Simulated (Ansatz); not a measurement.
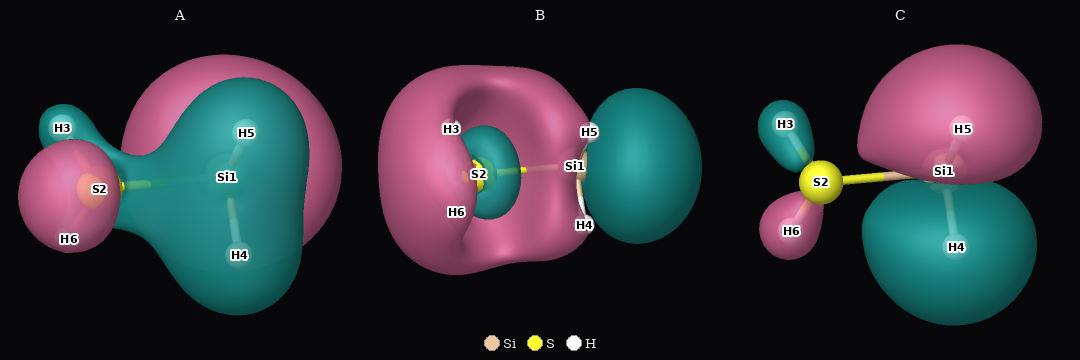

The picture shows: H$_{4}$SSi. Three frontier orbitals at ±0.06 Å⁻³ᐟ² (teal and pink are the two phases), in no order.

The product side of a reaction path; geometry: PBE0-D4/def2-TZVP.

Level of theory: Ansatz, RKS PBE0-D4/def2-TZVPP.

The calculation's input:

```
crystal:
  periodic: [false, false, false]
  atoms:
    - {symbol: Si, position_ang: [-1.216189, -0.496213, 0.292490]}
    - {symbol: S, position_ang: [0.983136, 0.395506, -0.106795]}
    - {symbol: H, position_ang: [1.485418, 0.447830, 1.141759]}
    - {symbol: H, position_ang: [-1.243830, -0.566411, -1.235704]}
    - {symbol: H, position_ang: [-1.644164, 0.970478, 0.278917]}
    - {symbol: H, position_ang: [1.635629, -0.751189, -0.370567]}
basis:
  gaussian: {orbitals: def2-TZVPP}
hamiltonian: {xc: pbe0, dispersion: d4}
output: {orbitals: {seedname: orbitals}}
```

Launched as:

```sh
ansatz run in.yaml --threads 2 --pin off --events-out ev --progress --plain --max-ram 4352MiB
```

### Order the three orbitals by energy and name them.

C is the HOMO−1 (−8.46 eV). Its weight (Hirshfeld) is mainly on Si1 (about 45 %), H4 (about 25 %) and H5 (about 25 %). A is the HOMO (−5.81 eV). It lies mainly on Si1 (about 75 %), H5 (about 10 %), S2 (about 10 %) and H4 (about 10 %). B is the LUMO (−0.62 eV). Its weight (Hirshfeld) is mainly on Si1 (about 55 %), S2 (about 20 %), H3 (about 5 %) and H6 (about 5 %).

### What is the HOMO–LUMO gap?

5.19 eV between the orbital energies.
